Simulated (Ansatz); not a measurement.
**Fields on a plane of Sn (beta-Sn type, space group I4_1/amd)**

```
CELL_PARAMETERS angstrom
     -2.97350     2.97350     1.60615
      2.97350    -2.97350     1.60615
      2.97350     2.97350    -1.60615
ATOMIC_POSITIONS crystal
  Sn 0.75000 0.25000 0.50000
  Sn 0.00000 0.00000 0.00000
```

The slice is a (-1 1 0) plane (indices of the conventional cell) through the point (0.000, 0.000, 0.000) (fractional), spanned by u = [110] and v = [112] in vectors of this cell: u (3.21 Å) and v (8.41 Å, at 90° to u). It covers one period; positions are fractions (u, v).

Atoms on it: Sn at (0.00, 0.00); Sn at (0.50, 0.50).

Computed with PBE (plane waves to 420 eV, PAW, scalar-relativistic; Ansatz, an electronic-structure program). k mesh 16×16×16. Near the nuclei the fields are pseudised (PAW); where an atom keeps semicore shells as valence, they peak there. Sn was relaxed with its symmetry unable to fall.

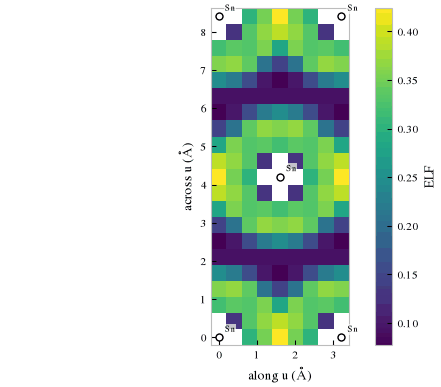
Figure. Electron localisation function (ELF), one period of the plane, atoms marked. Points within 0.5 Å of a nucleus are left white, as the pseudised field means little there.

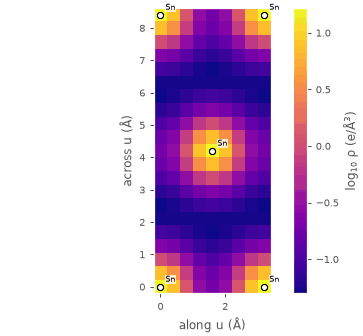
Figure: Log₁₀ of the valence density in e/Å³, one period of the plane, atoms marked. The scale is logarithmic, as a density can span decades between atoms and voids.
